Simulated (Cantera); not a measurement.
Feed: 1 mol Si, 0.23 mol H2O, 77 mol N2, at 6900 Pa.

These are equilibrium values from Cantera (NASA tables, ideal gas, pure condensed phases), not measurements of a reactor. Candidate condensed phases: H2O, Si, SiO2, Si2N2O, Si3N4; 35 gas species. N2 is the only nitrogen source here; it is nearly inert below about 1500 K, so the nitride shown seldom forms there in practice. Mutual solubility and eutectic melting of coexisting phases are not modelled. The tables' values for SiN are old estimates; treat these amounts as uncertain. The numbers say what is thermodynamically allowed, not how fast it happens.

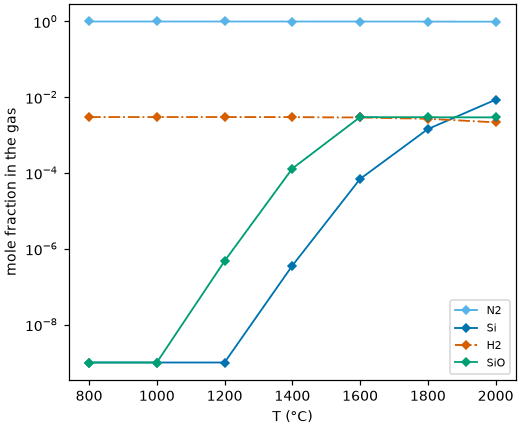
Equilibrium gas composition (values under 1e-9 drawn at 1e-9)

Read off the mole fractions at 1600 °C.

N2 about 0.99, SiO about 0.0030, H2 about 0.0029, Si about 7.0e-5.
